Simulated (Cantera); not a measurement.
Input: 1 mol Fe₃O₄, 3 mol CO, 17 mol N₂, 0.00099 mol NH₃, at 0.0180 bar.

Equilibrium computed with Cantera from the NASA thermochemical tables; the gas is ideal and each condensed phase is pure. Candidate condensed phases: C, C₆H₆, C₇H₈, C₈H₁₈, Fe, Fe(CO)₅, FeO, Fe(OH)₂, Fe(OH)₃, Fe₂O₃, Fe₃O₄, H₂O; 140 gas species. The tables' stoichiometric FeO is somewhat more stable than real wüstite, so its field is too wide. FeO: taken at fixed stoichiometry. Equilibrium is a limit: real reactors are often held back by kinetics, nucleation or transport.

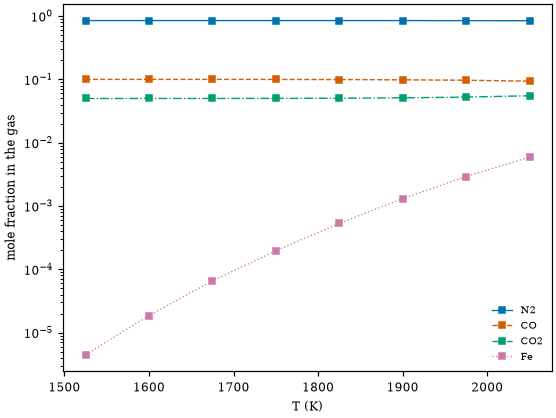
Figure: Equilibrium gas composition (values under 1e-9 drawn at 1e-9)

Problem. Read off the mole fractions at 1975 K.

Solution. N₂ about 0.85, CO about 0.097, CO₂ about 0.053, Fe about 0.0029.
